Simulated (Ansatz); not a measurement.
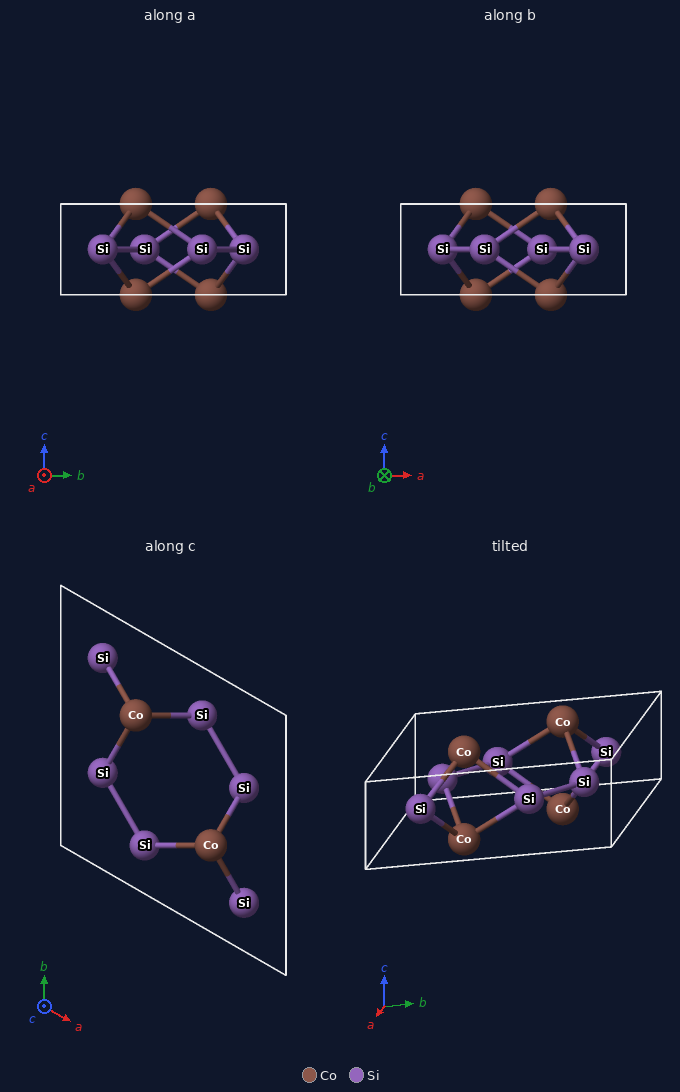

View along the a axis, along the b axis, along the c axis and slightly off an axis, drawn as a ball-and-stick model. The edges of the conventional unit cell are marked.

Lattice parameters: a = 7.4521 Å, b = 7.4521 Å, c = 2.6027 Å, α = 90.000°, β = 90.000°, γ = 120.000°.

Q: From the views, write a CIF in P1 with every atom of the cell, with free fractional coordinates to two decimals.

A:
```cif
data_structure
_symmetry_space_group_name_H-M 'P 1'
_symmetry_Int_Tables_number 1
_cell_length_a 7.4521
_cell_length_b 7.4521
_cell_length_c 2.6027
_cell_angle_alpha 90.000
_cell_angle_beta 90.000
_cell_angle_gamma 120.000
_cell_volume 125.17
loop_
_atom_site_label
_atom_site_type_symbol
_atom_site_fract_x
_atom_site_fract_y
_atom_site_fract_z
_atom_site_occupancy
Co1 Co 0.3333 0.6667 0.00 1
Co2 Co 0.6667 0.3333 0.00 1
Si1 Si 0.81 0.19 0.50 1
Si2 Si 0.81 0.63 0.50 1
Si3 Si 0.37 0.19 0.50 1
Si4 Si 0.19 0.81 0.50 1
Si5 Si 0.19 0.37 0.50 1
Si6 Si 0.63 0.81 0.50 1
```

It goes back to a structure type filled with these elements by a generator (whether the compound takes this form wasn't checked). Atoms and cell were optimised with DFT PBE, scalar-relativistic, plane waves, PAW in Ansatz 0.2.0.
